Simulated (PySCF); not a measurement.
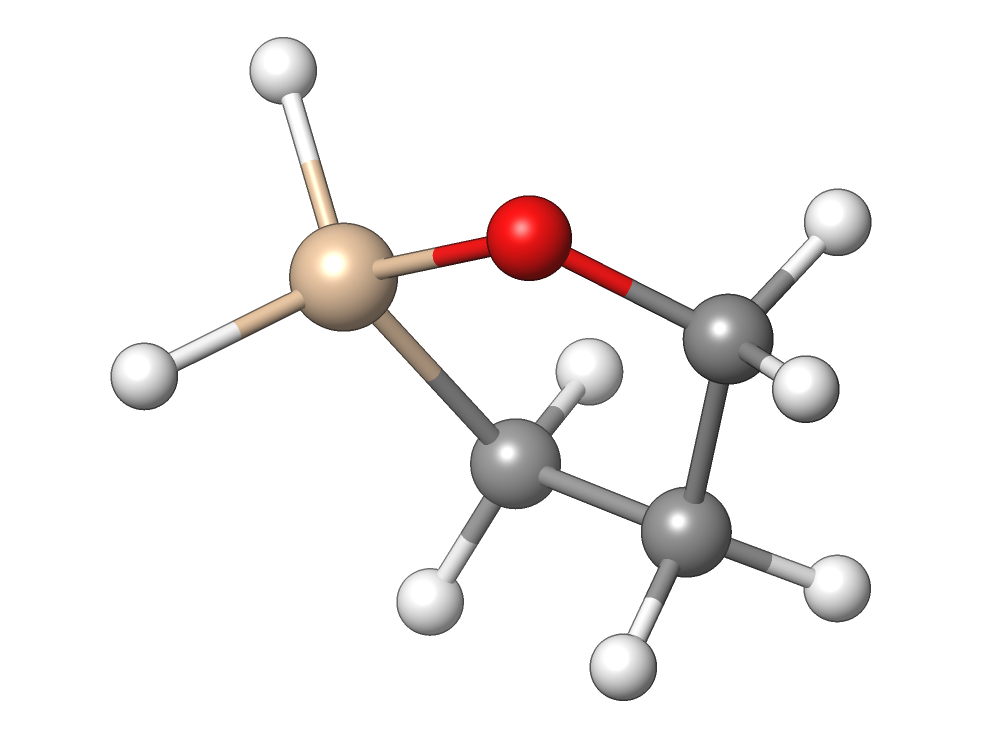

A ball-and-stick model of a molecule. Every bond is drawn as one stick, whatever its order. Colours: carbon grey, oxygen red, silicon light orange, hydrogen white.

**Give the formula.**

C3H8OSi, 13 atoms: 3 carbon, 8 hydrogen, 1 oxygen and 1 silicon.

**Give a SMILES string for it.**

C1CO[SiH2]C1

**Count the bonded pairs by element.**

6 C–H, 2 C–C, 2 Si–H, 1 C–O, 1 O–Si, 1 C–Si.

More results for the same structure follow; atom numbers are the same in all pictures, views and colours differ. Computed geometry: PBE0-D3(BJ)/def2-SVP optimisation. No frequency run is at hand to confirm it as a minimum.

Geometry

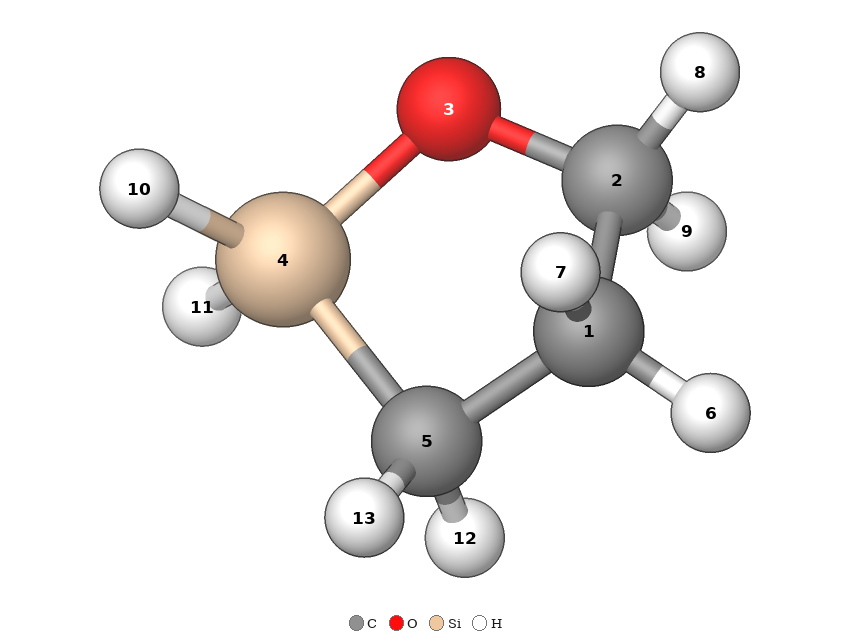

Atoms carry their numbers in the input. No frequency run is at hand to confirm it as a minimum.

Give the bond lengths.

```csv
bond,length (Å),order
C1–C2,1.531,single
C1–C5,1.537,single
C1–H6,1.102,single
C1–H7,1.103,single
C2–O3,1.414,single
C2–H8,1.102,single
C2–H9,1.108,single
O3–Si4,1.683,single
Si4–C5,1.890,single
Si4–H10,1.493,single
Si4–H11,1.494,single
C5–H12,1.103,single
C5–H13,1.100,single
```

Quadrupole coupling

No frequency run is at hand to confirm it as a minimum. Electric field gradients from the ground-state density, PBE0/pcSseg-1 in benzene (IEF-PCM) (PySCF 2.14.0), non-relativistic apart from any core potentials.

Give the largest field-gradient component, the quadrupole coupling constant and the asymmetry for 17O at O3 (Q = −25.6 mb), 2H at H6 (Q = 2.86 mb), 2H at H7 (Q = 2.86 mb).

```
atom  V_zz (a.u.)  e²qQ/h (MHz)     η
  O3        1.703        −10.24  0.49
  H6        0.288         0.194  0.01
  H7        0.283         0.190  0.02
```

NMR shielding

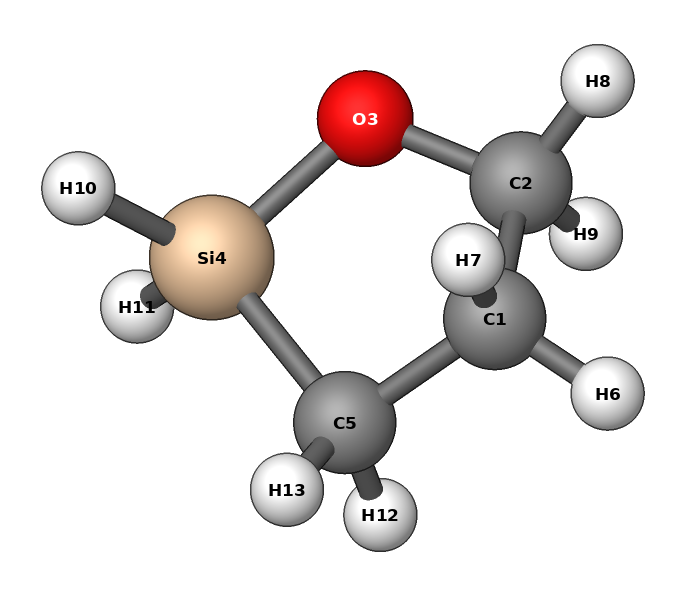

No frequency run is at hand to confirm it as a minimum. Properties computed with GIAO PBE0/pcSseg-1 NMR shielding, non-relativistic, IEF-PCM benzene (PySCF 2.14.0). Principal shieldings σ11 ≤ σ22 ≤ σ33, span Ω = σ33 − σ11, skew κ = 3(σiso − σ22)/Ω.

Give the shielding tensors of the Si atoms.

```tsv
atom	σ11	σ22	σ33	σiso	Ω	κ
Si4	284.3	330.0	422.6	345.6	138.3	0.34
```

Shieldings and span in ppm.

Excitation

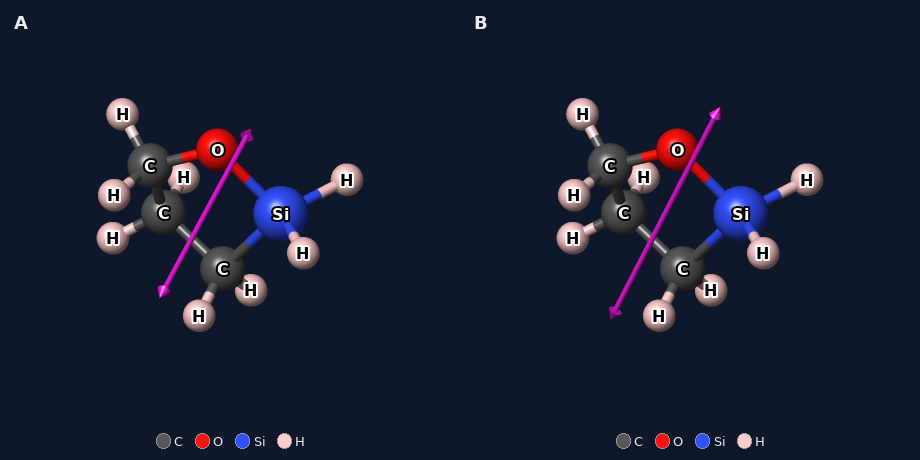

The double arrows show the directions of two transition dipoles from the ground state (lengths mean nothing). No frequency run is at hand to confirm it as a minimum. Method: TDDFT B3LYP/def2-SVPD, vertical, gas phase, core orbitals frozen in the response (PySCF 2.14.0).

**One belongs to singlet state 2 and one to singlet state 4. Which is which?**

A: state 2, 6.96 eV (178 nm), oscillator strength 0.019, mainly HOMO → LUMO+1 (weight 0.96).
B: state 4, 7.67 eV (162 nm), oscillator strength 0.017, mainly HOMO−1 → LUMO+1 (weight 0.98).
